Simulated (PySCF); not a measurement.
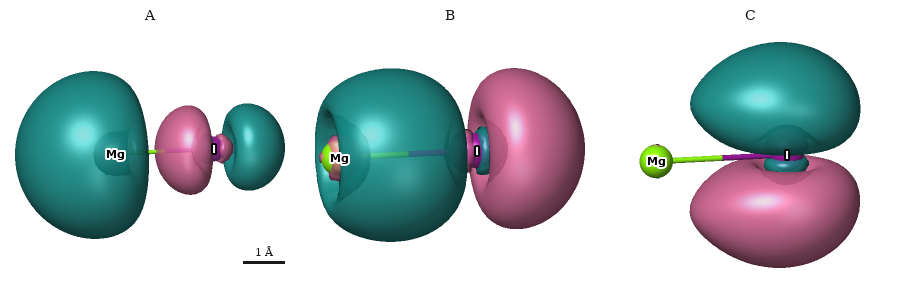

MgI (charge +1). Three frontier orbitals, each drawn at the value that holds 80 % of its norm (teal and pink are the two phases), in no order; of a degenerate pair one member is drawn.

These are results of PySCF 2.14.0, PBE0/x2c-SVPall, spin-free X2C-1e, Gaussian nucleus, at a bond length of 2.489 Å, not measurements.

**Name the orbitals and rank them from lowest to highest energy.**

Orbital B: σ, occupied, −14.16 eV; mainly on I (70 %).
Orbital C: π, occupied, −12.37 eV; mainly on I (90 %).
Orbital A: σ, empty, −9.31 eV; mainly on Mg (85 %).
